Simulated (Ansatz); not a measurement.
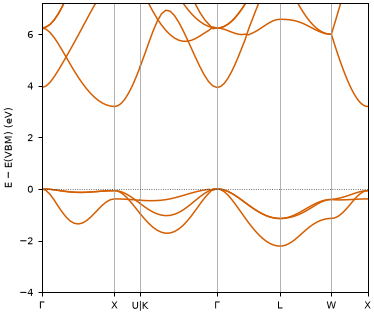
Fig. 1. Band structure from plane-wave PAW PBEsol (Ansatz code)

### Question
Read off the gap and where the band edges lie.

### Answer
About 3.2 eV (3.20 eV by a search for the band edges); maximum at Γ, minimum at X.

The material is SrO (rock salt, Fm-3m).

Symmetry was held in the PBEsol relaxation. Spin–orbit coupling is left out wherever it is not named.

Potentials: the later of the program's two PAW sets.
